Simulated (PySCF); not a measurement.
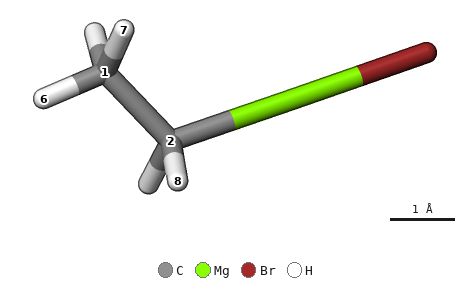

Figure 1. The structure as given in the input (stick view, seen at a tilt; atoms are numbered from 1 in the order of the input). Sticks mark near contacts. Bond lengths as drawn: Br–Mg 2.35 Å, C–C 1.53 Å, C–H 1.09 to 1.10 Å and C–Mg 2.09 Å.

**Energy and gradient calculation of C2H5BrMg**

The run: energy and gradient calculation of C2H5BrMg. Method and program: PBE0/def2-TZVP, RKS (PySCF 2.14.0).

The geometry comes from this level: PBE0-D4/def2-TZVP. Figures and captions count atoms from 1; the log counts them from 0 in places.

### Log
```
PySCF version 2.14.0

[INPUT] num. atoms = 9
[INPUT] num. electrons = 64
[INPUT] charge = 0
[INPUT] spin (= nelec alpha-beta = 2S) = 0
[INPUT] symmetry False subgroup None
[INPUT] Mole.unit = angstrom
[INPUT] Symbol           X                Y                Z      unit          X                Y                Z       unit  Magmom
[INPUT]  1 C     -0.502600000000   0.995700000000   0.503800000000 AA   -0.949776350206   1.881600302229   0.952044021556 Bohr   0.0
[INPUT]  2 C      0.356600000000  -0.269900000000   0.508300000000 AA    0.673876336020  -0.510037081020   0.960547789116 Bohr   0.0
[INPUT]  3 Mg     0.470700000000  -1.312200000000  -1.294800000000 AA    0.889494086833  -2.479698620654  -2.446817386087 Bohr   0.0
[INPUT]  4 Br     0.594600000000  -2.478300000000  -3.329300000000 AA    1.123631153666  -4.683308254510  -6.291465186514 Bohr   0.0
[INPUT]  5 H     -1.544600000000   0.785000000000   0.245700000000 AA   -2.918870972003   1.483435007784   0.464305708806 Bohr   0.0
[INPUT]  6 H     -0.514900000000   1.490300000000   1.482100000000 AA   -0.973019981539   2.816258843439   2.800763089218 Bohr   0.0
[INPUT]  7 H     -0.142800000000   1.735500000000  -0.217300000000 AA   -0.269852890588   3.279619689183  -0.410637486868 Bohr   0.0
[INPUT]  8 H      1.381200000000  -0.024800000000   0.813200000000 AA    2.610089723249  -0.046865207889   1.536725284496 Bohr   0.0
[INPUT]  9 H     -0.009800000000  -0.967600000000   1.271000000000 AA   -0.018519316021  -1.828498998129   2.401841904322 Bohr   0.0

nuclear repulsion = 235.719162478125
number of shells = 70
number of NR pGTOs = 288
number of NR cGTOs = 172
basis = def2-tzvp
ecp = {}

******** <class 'pyscf.dft.rks.RKS'> ********
method = RKS
initial guess = minao
damping factor = 0
level_shift factor = 0
DIIS = <class 'pyscf.scf.diis.CDIIS'>
diis_start_cycle = 1
diis_space = 8
diis_damp = 0
SCF conv_tol = 1e-10
SCF conv_tol_grad = None
SCF max_cycles = 50
direct_scf = True
direct_scf_tol = 1e-13
XC library pyscf.dft.libxc version 7.0.0
    S. Lehtola, C. Steigemann, M. J.T. Oliveira, and M. A.L. Marques.,  SoftwareX 7, 1–5 (2018)
XC functionals = pbe0
radial grids:
    Treutler-Ahlrichs [JCP 102, 346 (1995); DOI:10.1063/1.469408] (M4) radial grids

becke partition: Becke, JCP 88, 2547 (1988); DOI:10.1063/1.454033
pruning grids: <function nwchem_prune>
grids dens level: 5
symmetrized grids: False
atomic radii adjust function: <function treutler_atomic_radii_adjust>
small_rho_cutoff = 0
Set gradient conv threshold to 1e-05
Initial guess from minao.
tot grids = 290040
init E= -2852.01528633891
  HOMO = -0.296787003905717  LUMO = -0.0893932823127592  gap/eV = 5.64347
cycle= 1 E= -2852.9834868096  delta_E= -0.968  |g|= 0.497  |ddm|=  2.3
  HOMO = -0.194340073681339  LUMO = -0.026799351768105  gap/eV = 4.55902
cycle= 2 E= -2852.93914164171  delta_E= 0.0443  |g|= 0.61  |ddm|= 0.985
  HOMO = -0.266574288924904  LUMO = -0.0437238507931141  gap/eV = 6.06407
cycle= 3 E= -2853.04479119832  delta_E= -0.106  |g|= 0.0903  |ddm|= 0.593
  HOMO = -0.255040737643007  LUMO = -0.0407818612727766  gap/eV = 5.83028
cycle= 4 E= -2853.04660318454  delta_E= -0.00181  |g|= 0.0202  |ddm|= 0.0902
  HOMO = -0.256929678157544  LUMO = -0.04133908294747  gap/eV = 5.86652
cycle= 5 E= -2853.04668837156  delta_E= -8.52e-05  |g|= 0.00976  |ddm|= 0.0242
  HOMO = -0.256195417046161  LUMO = -0.0408482285845722  gap/eV = 5.85990
cycle= 6 E= -2853.04670772535  delta_E= -1.94e-05  |g|= 0.00057  |ddm|= 0.00896
  HOMO = -0.2562443108345  LUMO = -0.04081654355846  gap/eV = 5.86209
cycle= 7 E= -2853.0467077949  delta_E= -6.95e-08  |g|= 0.00033  |ddm|= 0.000887
  HOMO = -0.256260293018617  LUMO = -0.0408263193890654  gap/eV = 5.86226
cycle= 8 E= -2853.0467078216  delta_E= -2.67e-08  |g|= 6.29e-05  |ddm|= 0.000299
  HOMO = -0.256256555006345  LUMO = -0.0408258356878122  gap/eV = 5.86217
cycle= 9 E= -2853.04670782254  delta_E= -9.38e-10  |g|= 1.72e-05  |ddm|= 6.7e-05
  HOMO = -0.256253975138069  LUMO = -0.0408242689155749  gap/eV = 5.86214
cycle= 10 E= -2853.04670782261  delta_E= -6.73e-11  |g|= 3.22e-06  |ddm|= 1.94e-05
  HOMO = -0.256253891187548  LUMO = -0.0408245323118237  gap/eV = 5.86213
```

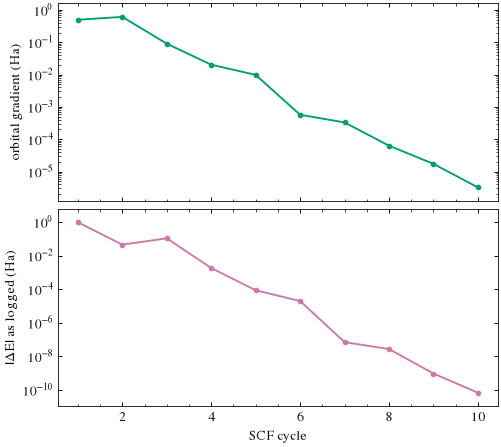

Figure 2. Convergence of the self-consistent field: orbital gradient and size of the energy change against the SCF cycle. The residual falls almost steadily, with no more than small rises.

```
Extra cycle  E= -2853.0467078226  delta_E= 2.73e-12  |g|= 2.9e-06  |ddm|= 5.42e-06
converged SCF energy = -2853.0467078226
E(PBE0) = -2853.046707823

******** <class 'pyscf.grad.rks.Gradients'> for <class 'pyscf.dft.rks.RKS'> ********
unit = Eh/Bohr
grid_response = False
--------------- RKS gradients ---------------
         x                y                z
0 C     0.0000309658    -0.0000021123    -0.0000547461
1 C    -0.0000401064    -0.0000647849    -0.0001145865
2 Mg    -0.0000244419     0.0000587816     0.0000455622
3 Br    -0.0000412496     0.0001434351     0.0001774163
4 H     0.0000180843    -0.0000599352    -0.0000283558
5 H     0.0000215215    -0.0000300702     0.0000149748
6 H     0.0000142183    -0.0000457199    -0.0000335070
7 H     0.0000216807     0.0000183099    -0.0000131729
8 H    -0.0000173445    -0.0000082560    -0.0000042919
----------------------------------------------
Dipole moment(X, Y, Z, Debye): -0.04719,  1.05291,  2.03960
 ** Mulliken pop  **
pop of  0 C 1s            0.85378
pop of  0 C 2s            1.11860
pop of  0 C 3s            0.50142
pop of  0 C 4s            0.65972
pop of  0 C 5s            0.10261
pop of  0 C 2px           0.43798
pop of  0 C 2py           0.43043
pop of  0 C 2pz           0.44482
pop of  0 C 3px           0.44074
pop of  0 C 3py           0.43443
pop of  0 C 3pz           0.44509
pop of  0 C 4px           0.13276
pop of  0 C 4py           0.10684
pop of  0 C 4pz           0.17737
pop of  0 C 3dxy          0.00288
pop of  0 C 3dyz          0.00529
pop of  0 C 3dz^2         0.00292
pop of  0 C 3dxz          0.00134
pop of  0 C 3dx2-y2       0.00385
pop of  0 C 4dxy          0.00468
pop of  0 C 4dyz          0.02243
pop of  0 C 4dz^2         0.00278
pop of  0 C 4dxz          0.00538
pop of  0 C 4dx2-y2       0.01965
pop of  0 C 4f-3          0.00094
pop of  0 C 4f-2          0.00068
pop of  0 C 4f-1          0.00068
pop of  0 C 4f+0          0.00056
pop of  0 C 4f+1          0.00009
pop of  0 C 4f+2          0.00007
pop of  0 C 4f+3          0.00065
pop of  1 C 1s            0.85374
pop of  1 C 2s            1.11891
pop of  1 C 3s            0.48735
pop of  1 C 4s            0.69530
pop of  1 C 5s            0.10245
pop of  1 C 2px           0.42010
pop of  1 C 2py           0.41541
pop of  1 C 2pz           0.44485
pop of  1 C 3px           0.42912
pop of  1 C 3py           0.43466
pop of  1 C 3pz           0.52257
pop of  1 C 4px           0.16782
pop of  1 C 4py           0.16025
pop of  1 C 4pz           0.26130
pop of  1 C 3dxy          0.00302
pop of  1 C 3dyz          0.00277
pop of  1 C 3dz^2         0.00143
pop of  1 C 3dxz          0.00162
pop of  1 C 3dx2-y2       0.00309
pop of  1 C 4dxy          0.00352
pop of  1 C 4dyz          0.01601
pop of  1 C 4dz^2         0.00205
pop of  1 C 4dxz          0.00322
pop of  1 C 4dx2-y2       0.02009
pop of  1 C 4f-3          0.00090
pop of  1 C 4f-2          0.00060
pop of  1 C 4f-1          0.00051
pop of  1 C 4f+0          0.00038
pop of  1 C 4f+1          0.00011
pop of  1 C 4f+2          0.00013
pop of  1 C 4f+3          0.00064
pop of  2 Mg 1s           2.00076
pop of  2 Mg 2s           0.69793
pop of  2 Mg 3s           1.28510
pop of  2 Mg 4s           0.63606
pop of  2 Mg 5s           0.09930
pop of  2 Mg 2px          1.69784
pop of  2 Mg 2py          1.70349
pop of  2 Mg 2pz          1.71482
pop of  2 Mg 3px          0.29349
pop of  2 Mg 3py          0.29016
pop of  2 Mg 3pz          0.28350
pop of  2 Mg 4px          0.03944
pop of  2 Mg 4py          0.08535
pop of  2 Mg 4pz          0.17475
pop of  2 Mg 5px          0.02947
pop of  2 Mg 5py          0.02915
pop of  2 Mg 5pz          0.03255
pop of  2 Mg 3dxy         0.00001
pop of  2 Mg 3dyz         0.00009
pop of  2 Mg 3dz^2        0.00008
pop of  2 Mg 3dxz         0.00003
pop of  2 Mg 3dx2-y2      0.00001
pop of  2 Mg 4dxy         0.00469
pop of  2 Mg 4dyz         0.02896
pop of  2 Mg 4dz^2        0.02630
pop of  2 Mg 4dxz         0.01390
pop of  2 Mg 4dx2-y2      0.00519
pop of  2 Mg 5dxy         0.00777
pop of  2 Mg 5dyz         0.01871
pop of  2 Mg 5dz^2        0.02211
pop of  2 Mg 5dxz         0.02313
pop of  2 Mg 5dx2-y2      0.00745
pop of  3 Br 1s           1.99955
pop of  3 Br 2s           2.00527
pop of  3 Br 3s           1.15646
pop of  3 Br 4s           0.78044
pop of  3 Br 5s           1.03216
pop of  3 Br 6s           0.97104
pop of  3 Br 2px          1.99876
pop of  3 Br 2py          1.99874
pop of  3 Br 2pz          1.99870
pop of  3 Br 3px          1.97626
pop of  3 Br 3py          1.97593
pop of  3 Br 3pz          1.97525
pop of  3 Br 4px          0.45304
pop of  3 Br 4py          0.44521
pop of  3 Br 4pz          0.42890
pop of  3 Br 5px          0.95419
pop of  3 Br 5py          0.93556
pop of  3 Br 5pz          0.89739
pop of  3 Br 6px          0.52238
pop of  3 Br 6py          0.49780
pop of  3 Br 6pz          0.44377
pop of  3 Br 3dxy         1.79084
pop of  3 Br 3dyz         1.79042
pop of  3 Br 3dz^2        1.79036
pop of  3 Br 3dxz         1.79054
pop of  3 Br 3dx2-y2      1.79084
pop of  3 Br 4dxy         0.20227
pop of  3 Br 4dyz         0.20285
pop of  3 Br 4dz^2        0.20295
pop of  3 Br 4dxz         0.20273
pop of  3 Br 4dx2-y2      0.20226
pop of  3 Br 5dxy         0.00502
pop of  3 Br 5dyz         0.00573
pop of  3 Br 5dz^2        0.00545
pop of  3 Br 5dxz         0.00484
pop of  3 Br 5dx2-y2      0.00510
pop of  3 Br 6dxy         0.00311
pop of  3 Br 6dyz         0.00642
pop of  3 Br 6dz^2        0.00682
pop of  3 Br 6dxz         0.00564
pop of  3 Br 6dx2-y2      0.00308
pop of  3 Br 4f-3         0.00001
pop of  3 Br 4f-2         0.00012
pop of  3 Br 4f-1         0.00030
pop of  3 Br 4f+0         0.00022
pop of  3 Br 4f+1         0.00012
pop of  3 Br 4f+2         0.00013
pop of  3 Br 4f+3         0.00001
pop of  4 H 1s            0.27241
pop of  4 H 2s            0.47952
pop of  4 H 3s            0.10670
pop of  4 H 2px           0.01141
pop of  4 H 2py           0.00456
pop of  4 H 2pz           0.00488
pop of  5 H 1s            0.27154
pop of  5 H 2s            0.47744
pop of  5 H 3s            0.10723
pop of  5 H 2px           0.00446
pop of  5 H 2py           0.00610
pop of  5 H 2pz           0.01036
pop of  6 H 1s            0.27241
pop of  6 H 2s            0.47954
pop of  6 H 3s            0.10668
pop of  6 H 2px           0.00516
pop of  6 H 2py           0.00815
pop of  6 H 2pz           0.00754
pop of  7 H 1s            0.26767
pop of  7 H 2s            0.46999
pop of  7 H 3s            0.09508
pop of  7 H 2px           0.01068
pop of  7 H 2py           0.00522
pop of  7 H 2pz           0.00735
pop of  8 H 1s            0.26768
pop of  8 H 2s            0.46999
pop of  8 H 3s            0.09504
pop of  8 H 2px           0.00529
pop of  8 H 2py           0.00813
pop of  8 H 2pz           0.00983
 ** Mulliken atomic charges  **
charge of    0C =     -0.36144
charge of    1C =     -0.57390
charge of    2Mg =      0.74840
charge of    3Br =     -0.46503
charge of    4H =      0.12053
charge of    5H =      0.12287
charge of    6H =      0.12052
charge of    7H =      0.14401
charge of    8H =      0.14404
```

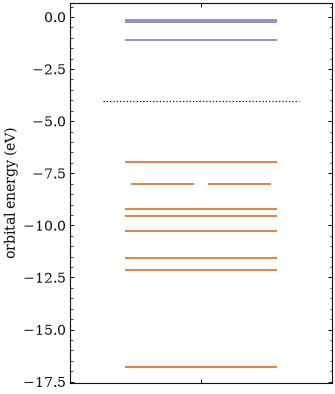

Figure 3. Orbital energies near the frontier; the dotted line parts filled from empty levels, and levels within 0.02 eV of each other stand side by side. Highest filled −6.97 eV, lowest empty −1.11 eV, 5.86 eV apart.

The run was set up as follows.

### Input file (calc.py)
```python
from pyscf import gto, dft

mol = gto.M(
    atom='''
C   -0.502600   0.995700   0.503800
C    0.356600  -0.269900   0.508300
Mg   0.470700  -1.312200  -1.294800
Br   0.594600  -2.478300  -3.329300
H   -1.544600   0.785000   0.245700
H   -0.514900   1.490300   1.482100
H   -0.142800   1.735500  -0.217300
H    1.381200  -0.024800   0.813200
H   -0.009800  -0.967600   1.271000
''',
    charge=0,
    max_memory=1860,
    basis='def2-tzvp',
    verbose=4,
)

mf = dft.RKS(mol)
mf.xc = 'pbe0'
mf.conv_tol = 1e-10
mf.grids.level = 5
mf.kernel()
if not mf.converged:
    mf = mf.newton().run(mf.mo_coeff, mf.mo_occ)

e_tot = mf.e_tot
print('E(%s) = %.9f' % ('PBE0', e_tot))
grad = mf.nuc_grad_method().kernel()
dip = mf.dip_moment()
pop, q = mf.mulliken_pop()
```

Command:
```bash
OMP_NUM_THREADS=1 python calc.py
```

### Results in brief

| quantity | value |
| --- | --- |
| outcome | converged |
| total energy | −2853.046708 hartree |
| basis functions | 172 |
| largest force | 0.012 eV/Å |
| HOMO | −6.97 eV |
| LUMO | −1.11 eV |
| dipole moment | 2.30 D |
| hardware | 1 thread of Intel Xeon @ 2.50GHz (Skylake/Cascade Lake), 189 GiB of memory available, shared host |
| wall time | 3.6 min |
| peak memory | 2.3 GiB |
